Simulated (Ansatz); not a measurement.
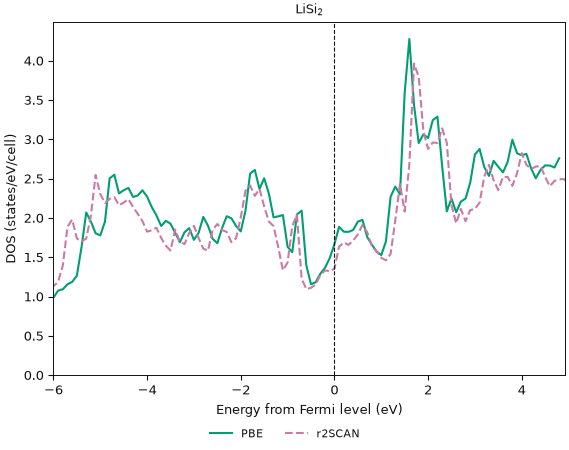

Total densities of states of LiSi₂, space group P6_3/mmc (No. 194), 6 atoms in the cell, by two methods on the same cell. Each is counted from its own Fermi level.

How do the methods compare?

PBE gives a metal with about 1.6 states per eV and cell at the Fermi level and r2SCAN gives a metal with about 1.5 states per eV and cell at the Fermi level.

Settings. PBE: DFT PBE, scalar-relativistic, plane waves, PAW, no spin polarisation, 12×12×8 k mesh, 420 eV cutoff (Ansatz). r2SCAN: DFT r2SCAN, scalar-relativistic, plane waves, PAW, no spin polarisation, 12×12×8 k mesh, 500 eV cutoff (Ansatz).

The structure is an invented one, so it need not be a known or stable phase.
